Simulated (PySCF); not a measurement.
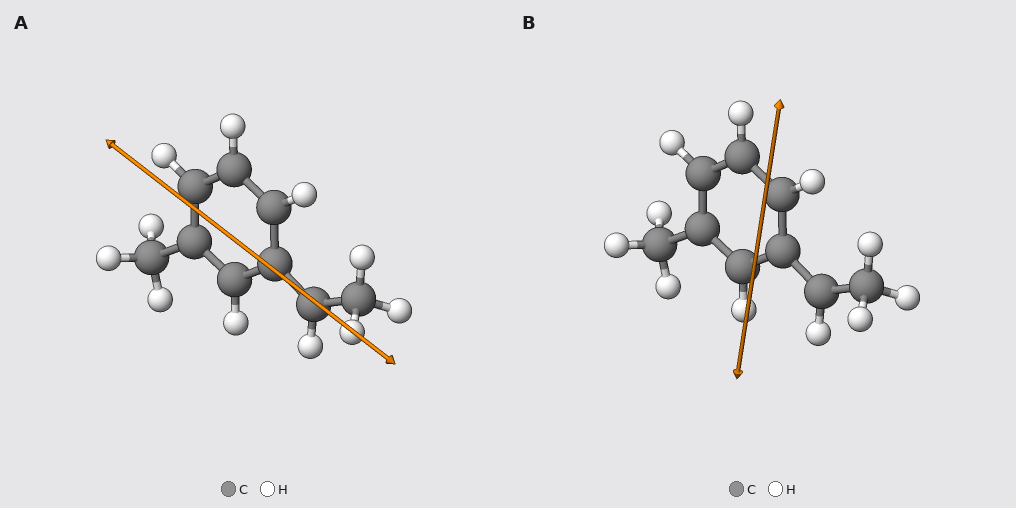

The double arrows show the directions of two transition dipoles from the ground state (lengths mean nothing). The species has charge +1 and is a spin singlet. The geometry was computed by an optimisation with PBE0-D3(BJ)/def2-SVP. No frequency run is at hand to confirm it as a minimum. Method: TDDFT CAM-B3LYP/def2-SVPD, vertical, gas phase, core orbitals frozen in the response (PySCF 2.14.0).

One belongs to singlet state 1 and one to singlet state 2. Which is which?

A: state 2, 4.47 eV (277 nm), oscillator strength 0.47, mainly HOMO−1 → LUMO (weight 0.93).
B: state 1, 3.20 eV (388 nm), oscillator strength 0.031, mainly HOMO → LUMO (weight 0.96).
